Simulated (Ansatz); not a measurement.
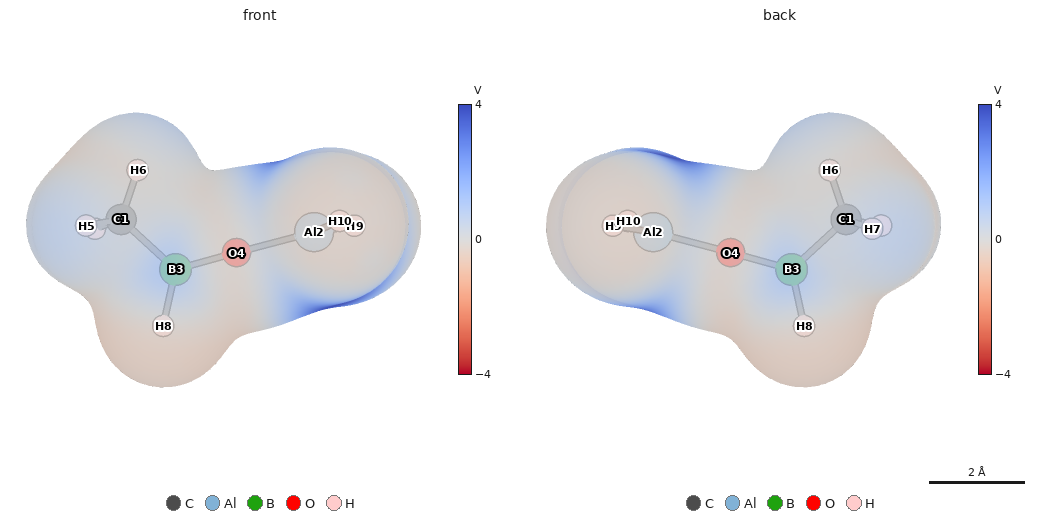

CH6AlBO (SMILES CB[O][AlH2]). The molecular electrostatic potential painted on the density surface at 0.002 e/bohr³, seen from the front and from behind; the colour scale runs from red (negative) to blue (positive).

Geometry: PBE0-D3(BJ)/def2-SVP.

Theory: isolated molecule in a Gaussian basis; Kohn-Sham density functional theory, functional PBE0 (Ansatz).

| atom | x (Å) | y (Å) | z (Å) |
| --- | --- | --- | --- |
| C | -2.2590 | -1.4924 | -0.7075 |
| Al | 0.3374 | 1.6068 | 0.0429 |
| B | -0.9025 | -0.8781 | -1.2078 |
| O | -0.3639 | 0.2190 | -0.6503 |
| H | -2.1023 | -2.5415 | -0.4016 |
| H | -2.7183 | -0.9434 | 0.1280 |
| H | -2.9788 | -1.5380 | -1.5433 |
| H | -0.3004 | -1.3999 | -2.1331 |
| H | -0.0677 | 3.0049 | -0.5707 |
| H | 1.3327 | 1.3874 | 1.2499 |

Q: Which sites attract a positive test charge, and which a negative one?

A: A positive charge is drawn to the negative regions and a negative charge to the positive ones. The most negative region (about −0.4 V) lies over H8, the most positive (about +3.7 V) over Al2.

Q: How polar is the molecule by this calculation?

A: Its dipole moment is 0.76 D.
